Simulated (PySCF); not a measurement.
C4H10OSi, SMILES C=CCCO[SiH3] at its GFN2-xTB optimised geometry (Å):

```
16

C      2.6378    -2.1052    -0.8632
C      1.8421    -1.5810     0.0494
C      1.2980    -0.1899     0.0000
C     -0.2322    -0.1899     0.0000
O     -0.6981     1.1258     0.0000
Si    -2.2133     1.6878    -0.0705
H      3.0105    -3.1124    -0.7858
H      2.9574    -1.5435    -1.7256
H      1.5345    -2.1658     0.9070
H      1.6521     0.3291    -0.8919
H      1.6343     0.3706     0.8767
H     -0.6044    -0.7193    -0.8865
H     -0.6083    -0.7153     0.8877
H     -3.0105     1.2244     1.0707
H     -2.8907     1.2439    -1.2935
H     -1.9304     3.1124    -0.0421
```

Level of theory: PySCF with PBE0/def2-TZVP. Cells within 0.4 Å of a nucleus heavier than hydrogen are left out (blank, or x).

Map of the log10 of the electron density (e/bohr³), floored at −4 on the plane z = 0.0 Å:

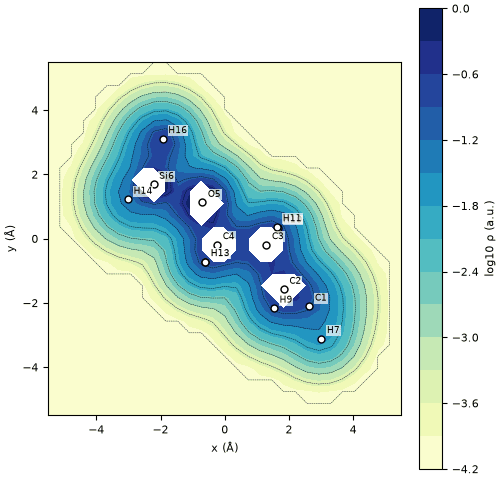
Log10 of the electron density (e/bohr³), floored at −4 on the plane z = 0.0 Å.
